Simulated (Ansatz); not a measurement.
Consider Cl6Ho (charge −3, quintet).

The calculation's input:

```
crystal:
  periodic: [false, false, false]
  atoms:
    - {symbol: Ho, position_ang: [-0.000432, 0.001347, -0.000692]}
    - {symbol: Cl, position_ang: [-0.018118, -0.001906, 2.698222]}
    - {symbol: Cl, position_ang: [0.015582, 0.002961, -2.699617]}
    - {symbol: Cl, position_ang: [2.698635, 0.005752, 0.024254]}
    - {symbol: Cl, position_ang: [-2.698924, -0.009772, -0.023313]}
    - {symbol: Cl, position_ang: [-0.009809, 2.699783, 0.003985]}
    - {symbol: Cl, position_ang: [0.013066, -2.698166, -0.002848]}
basis:
  gaussian: {orbitals: def2-TZVP, initial_orbitals: start.molden}
total_charge: -3
magnetization: {spin_polarized: true, initial_magnetization: 4}
hamiltonian: {xc: pbe0, dispersion: d4}
scf: {omitted_lower_state_checks: [starts]}
output: {forces: true, orbitals: {seedname: orbitals}}
```

Run with:

```sh
ansatz run in.yaml --threads 4 --pin off --events-out ev --progress --plain --max-ram 6963MiB
```

Geometry: r2SCAN-D4/def2-SVP; the highest occupied orbital lies above zero, a sign that basis and functional describe the outermost electron poorly.

Computed with UKS PBE0-D4/def2-TZVP (Ansatz).

What can the converged electron density, electron localisation function and spin density tell about the bonding?

Ho–Cl (2.70 Å): the density is about 0.29 e/Å³ at the midpoint; the ELF peaks at about 0.85 in the valence shell of Cl, 0.9 Å from its nucleus, and is about 0.25 at the midpoint.
The unpaired spin (4 electrons) lies mostly on Ho1 (about 4.0), in electrons by Hirshfeld's partition.

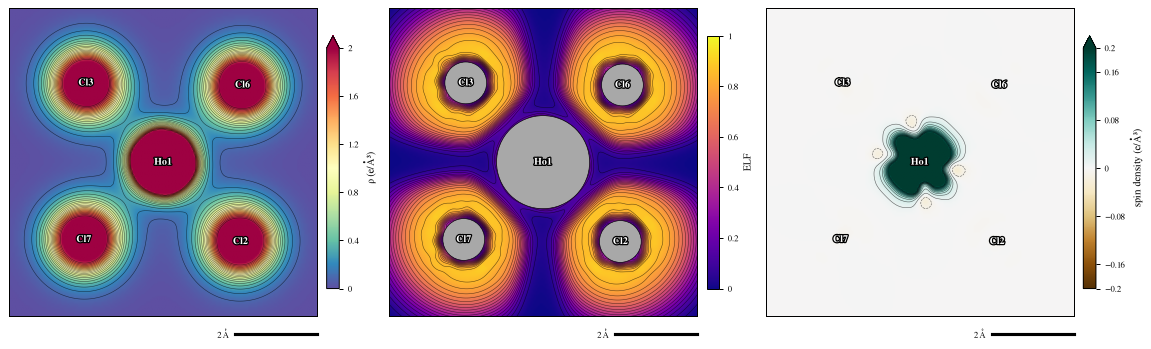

Computed electron density, electron localisation function and spin density on the plane of atoms Cl2, Ho1 and Cl6, in this order. Grey discs cover the atomic cores in the ELF map. 
